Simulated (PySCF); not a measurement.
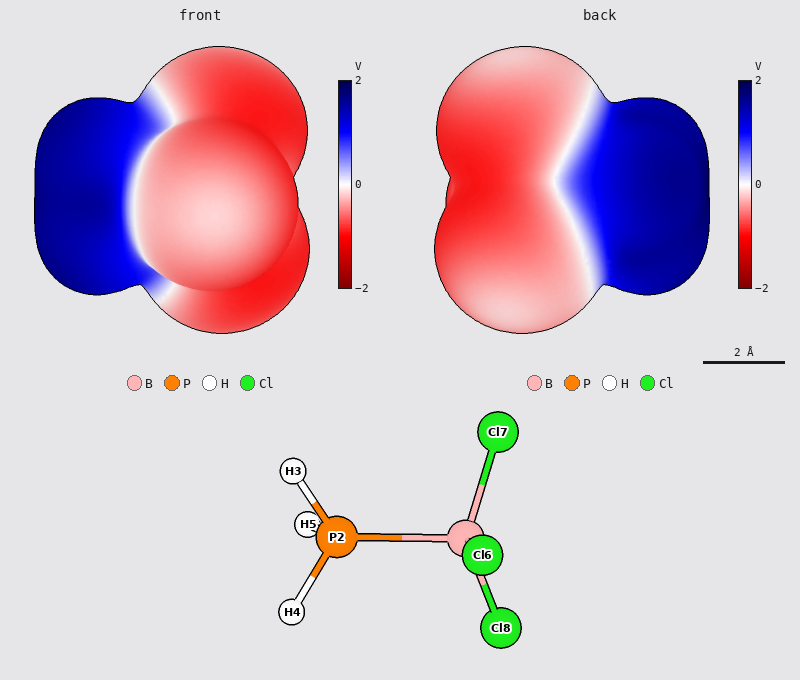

*BCl₃H₃P (B(PH3)Cl3). The molecular electrostatic potential painted on the density surface at 0.001 e/bohr³, seen from the front and from behind; the colour scale runs from red (negative) to blue (positive). The bare structure is drawn below in the same view.*

Geometry: PBE0-D3(BJ)/def2-SVP.

Level of theory: wB97X-D/def2-SVPD, SCF density, gas phase in PySCF 2.14.0.

```
atom    x (Å)    y (Å)    z (Å)
   B   0.0168  -0.0121  -1.0823
   P   0.0276  -0.0186   0.9284
   H   0.6790   1.0791   1.5357
   H   0.6397  -1.1263   1.5592
   H  -1.2498   0.0081   1.5330
  Cl   1.7784  -0.0482  -1.5486
  Cl  -0.8405   1.5496  -1.4838
  Cl  -0.9131  -1.5173  -1.5253
```

Q: Describe the electrostatic potential map.

A: The most negative region (about −0.9 V) lies over Cl6, Cl7 and Cl8, the most positive (about +1.8 V) over P2.

Q: What dipole moment does the calculation give?

A: Its dipole moment is 5.80 D.
